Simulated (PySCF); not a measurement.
```xyz
15

F    -3.4205    0.5361    1.0260
C    -2.1882    0.3560    0.5386
C    -1.1359    1.1577    0.7199
C     0.0159    0.5843   -0.0628
O     1.1897    0.4890    0.6694
Si    2.5528   -0.3455    0.3964
C    -0.5573   -0.6976   -0.6119
C    -1.8490   -0.7910   -0.2867
H    -1.0710    2.0604    1.2929
H     0.1968    1.2494   -0.9290
H     2.3253   -1.7907    0.4728
H     3.1027   -0.0435   -0.9302
H     3.3515    0.1815    1.4888
H     0.0327   -1.3776   -1.1958
H    -2.5498   -1.5605   -0.5527
```

Geometry: GFN2-xTB.

These are results of PBE0/def2-SVPD, SCF density, gas phase (PySCF), not measurements.

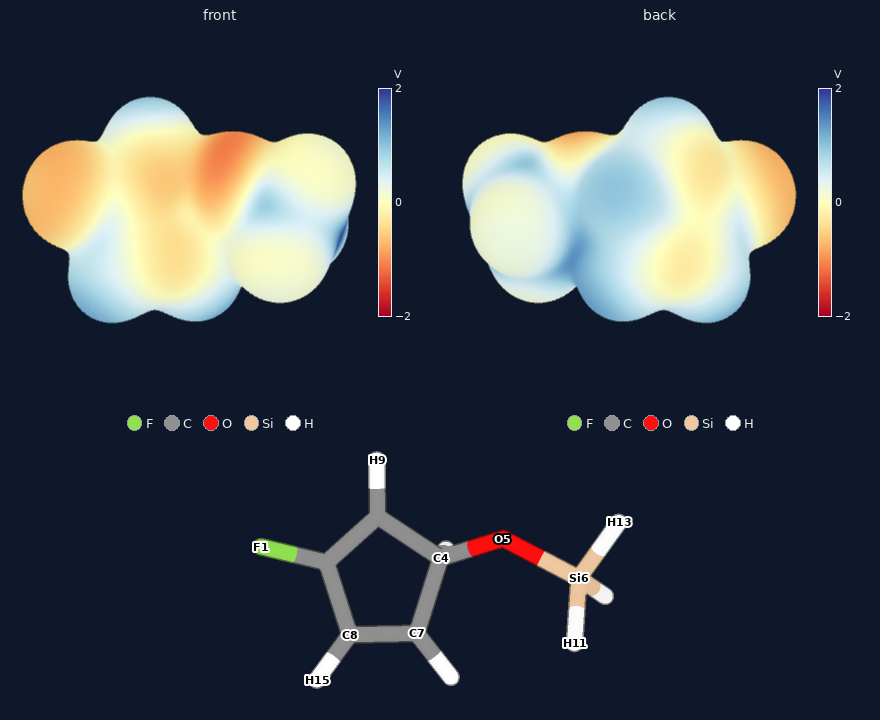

C5H7FOSi. The electrostatic potential painted on the density surface at 0.002 e/bohr³, seen from the front and from behind; red is negative and blue positive. The bare structure is drawn below in the same view.

Q: Where is the surface potential most negative and most positive?

A: The most negative region (about −1.1 V) lies over O5, the most positive (about +1.5 V) over Si6. O5 is the likeliest acceptor of a hydrogen bond.

Q: How polar is the molecule by this calculation?

A: Its dipole moment is 1.88 D.
